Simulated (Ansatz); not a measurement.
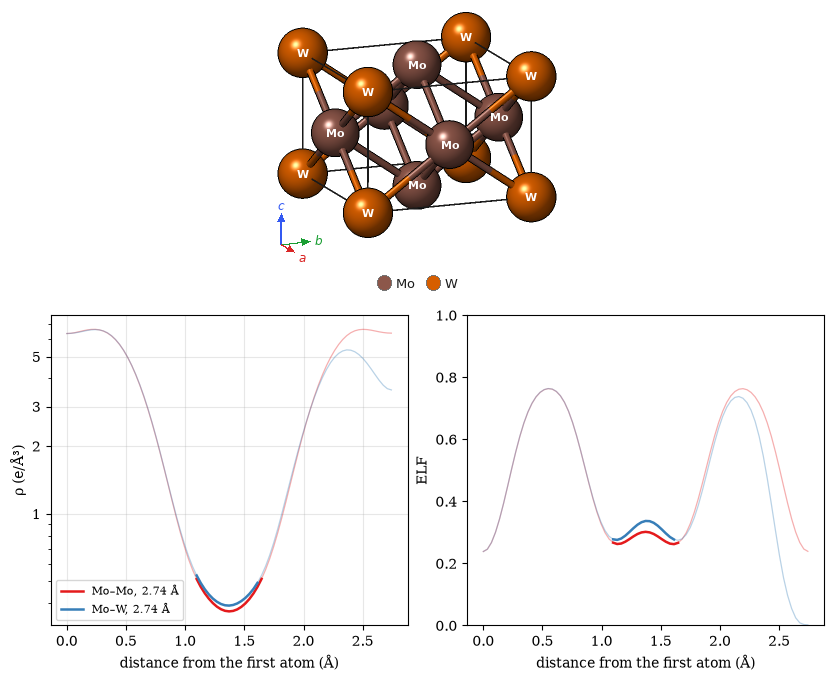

Mo3W. Valence pseudo-density and electron localisation function along straight lines between neighbouring atoms. Thin, pale parts lie inside the atomic spheres. The structure is drawn too.

Space group P4/mmm; a structure generated by program, which may or may not match a known phase; computed without spin polarisation.

Theory: Ansatz, DFT PBE, scalar-relativistic, plane waves, PAW.

Core electrons are frozen (PAW), and the valence fields are smoothed inside the atomic spheres.

```cif
data_structure
_symmetry_space_group_name_H-M 'P 1'
_symmetry_Int_Tables_number 1
_cell_length_a 4.4783
_cell_length_b 4.4783
_cell_length_c 3.1670
_cell_angle_alpha 90.000
_cell_angle_beta 90.000
_cell_angle_gamma 90.000
_cell_volume 63.51
loop_
_atom_site_label
_atom_site_type_symbol
_atom_site_fract_x
_atom_site_fract_y
_atom_site_fract_z
_atom_site_occupancy
Mo1 Mo 0.00000 0.50000 0.50000 1
Mo2 Mo 0.50000 0.00000 0.50000 1
Mo3 Mo 0.50000 0.50000 0.00000 1
W1 W 0.00000 0.00000 0.00000 1
```

Compare the contacts.

Answer. Mo–Mo (2.74 Å): ρ at the midpoint is about 0.37 e/Å³; the ELF is about 0.30 at the midpoint.
Mo–W (2.74 Å): ρ is about 0.39 e/Å³ halfway; the ELF is about 0.35 at the midpoint.
